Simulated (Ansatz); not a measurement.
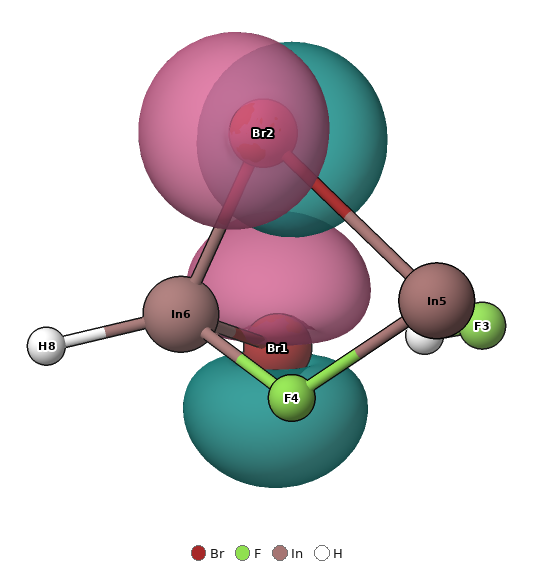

The picture shows: Br2F2H2In2. The HOMO−1 at ±0.1 Å⁻³ᐟ² (teal and pink are the two phases), seen from one side.

Geometry: PBE0-D4/def2-SVP; core potentials replace the inner electrons of In.

Level of theory: Ansatz 0.2.0, isolated molecule in a Gaussian basis; Kohn-Sham density functional theory, functional PBE0.

```xyz
8

Br   -4.0472   -2.6467   -0.8769
Br   -0.8492   -0.1836   -1.2860
F    -1.2731   -3.9532   -1.1304
F    -1.3262   -2.1663    1.2709
In    0.5076   -2.6794    0.0594
In   -2.6954   -0.8746    0.3751
H    -2.1798   -3.6479   -1.0970
H    -3.4452    0.2524    1.4078
```

Q: Where does this orbital lie, and at what energy?

A: By Hirshfeld shares it lies mainly on Br2 (about 55 %) and Br1 (about 40 %); largely a combination of lone pairs on Br2 and Br1. Its energy is −8.33 eV.
